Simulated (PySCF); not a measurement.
```xyz
2

Zr    0.0000    0.0000   -0.0207
H     0.0000    0.0000    1.8443
```

Core potentials replace the inner electrons of Zr.

Computed with PySCF 2.14.0, PBE0/cc-pVDZ(-PP), non-relativistic Hamiltonian with scalar-relativistic core potentials where named, at a bond length of 1.865 Å.

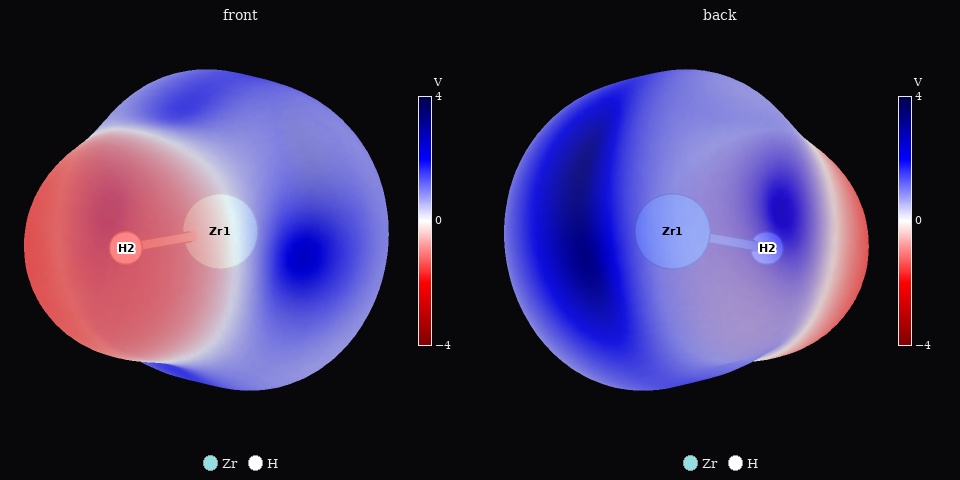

ZrH (quartet). The molecular electrostatic potential painted on the density surface at 0.002 e/bohr³, seen from the front and from behind; red is negative and blue positive.

Q: Where is the surface potential most negative and most positive?

A: The most negative region (about −1.3 V, or −30 kcal/mol for a unit charge) lies over H2, the most positive (about +3.3 V, or +76 kcal/mol for a unit charge) over Zr1.
